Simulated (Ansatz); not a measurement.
In doubt: masses and optical values from hybrid runs of this build are listed as unsure (in some of the runs), which bears on the screening that GW takes from such a start.

Consider LiNbO3 (R3c).

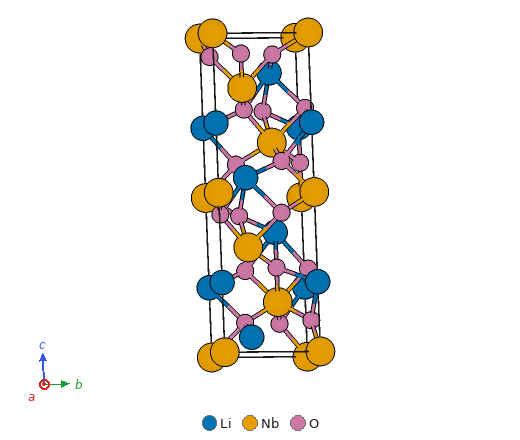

The structure (lithium blue, niobium orange, oxygen pink). Bonds to atoms that aren't drawn are left out. Some periodic images of atoms are drawn too.

```cif
data_structure
_symmetry_space_group_name_H-M 'P 1'
_symmetry_Int_Tables_number 1
_cell_length_a 5.4971
_cell_length_b 5.4971
_cell_length_c 5.4971
_cell_angle_alpha 55.883
_cell_angle_beta 55.883
_cell_angle_gamma 55.883
_cell_volume 106.25
loop_
_atom_site_label
_atom_site_type_symbol
_atom_site_fract_x
_atom_site_fract_y
_atom_site_fract_z
_atom_site_occupancy
Li1 Li 0.28150 0.28150 0.28150 1
Li2 Li 0.78150 0.78150 0.78150 1
Nb3 Nb 0.00006 0.00006 0.00006 1
Nb4 Nb 0.50006 0.50006 0.50006 1
O5 O 0.11231 0.35836 0.71959 1
O6 O 0.71959 0.11231 0.35836 1
O7 O 0.35836 0.71959 0.11231 1
O8 O 0.21959 0.85836 0.61231 1
O9 O 0.85836 0.61231 0.21959 1
O10 O 0.61231 0.21959 0.85836 1
```

The cell and positions come from the Crystallography Open Database and are kept as given unless a step says otherwise.

Gaps computed with Ansatz 0.2.0 without a self-energy: HSE06 5.03 eV.

Q: What gap should G0W0 on HSE06 give (4×4×4 mesh, 631 empty bands, screening to 190 eV, hard PAW files)?

About 5.64 eV: on its mesh the run moves the gap from 5.06 eV by +0.61 eV, and the mesh misses the edges by 0.03 eV. Bands and cutoff are finite, so the gap is not at the basis limit. The miss can reach some tenths of an eV and take either sign; the mesh is an error of its own. The many-body steps are scalar-relativistic: spin-orbit coupling is not in them.

[Paths, hosts, dates, memory and timing lines, banners, echoed tables and standing remarks are left out of the program output.]

[Logs are printed without paths, hosts, clocks, repeated set-up lines and the standing remarks that a program may print on its own settings, such as how far it seeks lower states.]

[Runs of the session that timed out or met a known fault of the program may be left out.]

[Cells called generated may have been cut or substituted from an entry of the Crystallography Open Database or the Materials Project.]

[Hosts, paths, dates, database ids (printed as entryN), source tags and the programs' standing remarks are cut or masked in the printed files.]
